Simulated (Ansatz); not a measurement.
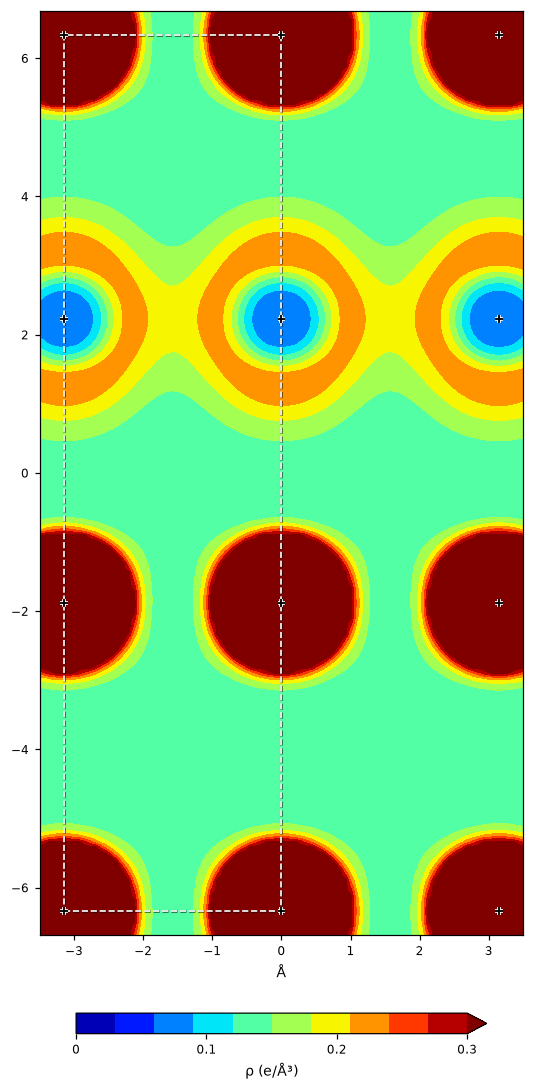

The valence pseudo-density on a plane through atoms (crosses mark nuclei in the plane).

Method: DFT PBE, scalar-relativistic, plane waves, PAW (Ansatz).

Candidates:
A. Na4Be3Sb, a = 8.94 Å, b = 8.94 Å, c = 7.24 Å, α = 90.00°, β = 90.00°, γ = 120.00°. Space group R3; a structure generated by program, which may or may not match a known phase; computed without spin polarisation.
B. Sc5Al, a = 3.15 Å, b = 3.15 Å, c = 12.67 Å, α = 90.00°, β = 90.00°, γ = 90.00°. Space group P4/mmm; a structure generated by program, which may or may not match a known phase; changed on purpose from its base cell (volume × 0.91, shape and atoms relaxed); computed pressure about 6 GPa in this cell.
C. RuCl, a = 3.08 Å, b = 3.08 Å, c = 3.08 Å, α = 90.00°, β = 90.00°, γ = 90.00°. Space group Pm-3m; a structure generated by program, which may or may not match a known phase; computed without spin polarisation.

Question: Which system is this?

Answer: Candidate B: Sc5Al on the (010) plane of the conventional cell, which holds Sc and Al. Sc–Sc (3.15 Å): ρ at the midpoint is about 0.13 e/Å³.
